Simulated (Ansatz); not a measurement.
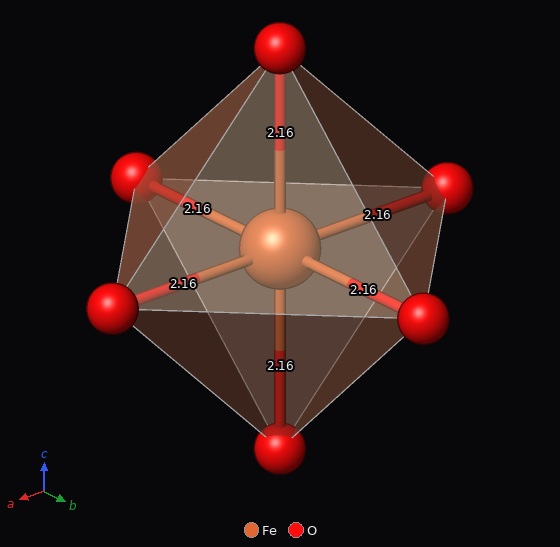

Coordination of Fe in FeO (Fm-3m); bond lengths in Å. Shape measures S are computed against regular polyhedra or, for capped shapes, the nearer of the equal-edge and equal-bond forms. The structure is the input geometry of an electronic-structure calculation and need not be at equilibrium.

Question: What geometry does the central atom have?

Answer: FeO6: an essentially ideal octahedron (coordination number 6, S = 0.00; next best trigonal prism, S = 16.7).

Question: Does the central atom sit at the centroid of its ligands?

Answer: Yes, to within 0.01 Å; the site symmetry is m-3m.
